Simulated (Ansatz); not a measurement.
# Converging the plane-wave cutoff: Mg2Pd (I4mm, 3 atoms in the cell)

```
CELL_PARAMETERS angstrom
     -1.62813     1.62813     5.06532
      1.62813    -1.62813     5.06532
      1.62813     1.62813    -5.06532
ATOMIC_POSITIONS crystal
  Mg 0.65216 0.65216 0.00000
  Mg 0.35278 0.35278 0.00000
  Pd 0.00000 0.00000 0.00000
```

Method of the run: PBEsol, default PAW files made with PBE (plane waves; Ansatz, a program for electronic structure).

Base settings: basis.ecutwfc = 420 eV; kpoints.mp_grid.grid = 10 10 10; hamiltonian.xc = pbesol; hamiltonian.pseudopotentials = {kind: paw} (the program's default PAW files); scf.occupations.method = fermi_dirac; scf.occupations.width = 0.1 eV.

The second cell is the first with its lattice scaled by 0.98.

The mesh stays at the base's, so the ladder's end is converged at best in this setting alone.

The first pressure column holds Ansatz's estimate of the finite-basis (Pulay) stress, which hides part of the cutoff error; the other is without it.

Only quantities that move along the ladder and can be compared are tabulated.

The count of work is k-points × plane waves × bands × iterations; it is no time. 

The starting cell comes from a database of computed structures (which also holds hypothetical and non-ambient phases and stackings), without a prior relaxation at this level. Its lattice was rescaled by up to half a per cent. One atom was moved a little off its site on purpose. Spin polarisation is off.

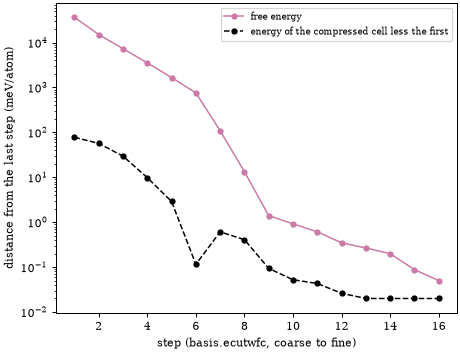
Figure. Distance from the last step along the ladder; very small values are drawn at a floor.

| basis.ecutwfc | free energy less the last step's (meV/atom) | energy of the compressed cell less the first (meV/atom) | pressure (GPa) | pressure without the Pulay estimate (GPa) | largest difference of a force vector from the last step's (eV/Å) | count of work / last |
|---|---|---|---|---|---|---|
| 145 eV | 36641.19 | -75.93 | -7.92 | -1123.32 | 0.713 | 0.064 |
| 170 eV | 15093.29 | 58.65 | -0.59 | -543.94 | 0.381 | 0.081 |
| 190 eV | 7334.91 | 31.43 | 0.51 | -301.99 | 0.028 | 0.10 |
| 210 eV | 3533.31 | -7.99 | -2.50 | -166.17 | 0.077 | 0.11 |
| 230 eV | 1665.53 | -1.06 | -2.00 | -89.92 | 0.047 | 0.10 |
| 250 eV | 757.75 | 1.94 | -2.02 | -47.63 | 0.011 | 0.14 |
| 295 eV | 108.58 | 2.44 | -1.81 | -10.91 | 0.008 | 0.16 |
| 335 eV | 13.29 | 2.24 | -1.93 | -3.44 | 0.003 | 0.19 |
| 380 eV | 1.40 | 1.92 | -1.97 | -2.06 | 0.001 | 0.23 |
| 420 eV | 0.92 | 1.88 | -1.97 | -1.99 | 0.001 | 0.26 |
| 460 eV | 0.61 | 1.87 | -1.97 | -2.00 | 0.000 | 0.30 |
| 505 eV | 0.35 | 1.85 | -1.98 | -1.99 | 0.000 | 0.35 |
| 565 eV | 0.27 | 1.84 | -1.98 | -1.98 | 0.000 | 0.41 |
| 630 eV | 0.20 | 1.83 | -1.98 | -1.98 | 0.000 | 0.49 |
| 735 eV | 0.09 | 1.83 | -1.98 | -1.98 | 0.000 | 0.61 |
| 840 eV | 0.05 | 1.83 | -1.98 | -1.98 | 0.000 | 0.75 |
| 1010 eV | 0.00 | 1.83 | -1.98 | -1.98 | 0.000 | 1.0 |

Coarsest basis.ecutwfc that holds the pressure without the Pulay estimate within 1 GPa of the last step, with all finer ones: 380 eV, at 0.23 of the last step's count of work; the step before is off by 1.5 GPa.

Coarsest basis.ecutwfc that holds the forces within 0.005 eV/Å of the last step, with all finer ones: 335 eV, at 0.19 of the last step's count of work; the step before is off by 0.008 eV/Å.

Coarsest basis.ecutwfc that holds the free energy within 2 meV/atom of the last step, with all finer ones: 380 eV, at 0.23 of the last step's count of work; the step before is off by 13 meV/atom.

The energy difference between the two cells stays within 1 meV/atom of the last step's from 250 eV on, the total only from 420 eV on: much of the error is common to both cells and cancels.

At the lowest cutoff the pressure without the Pulay estimate lies 1120 GPa under the last step's, the usual sign of Pulay stress in an incomplete plane-wave basis.

Keys are those of Ansatz 0.2.
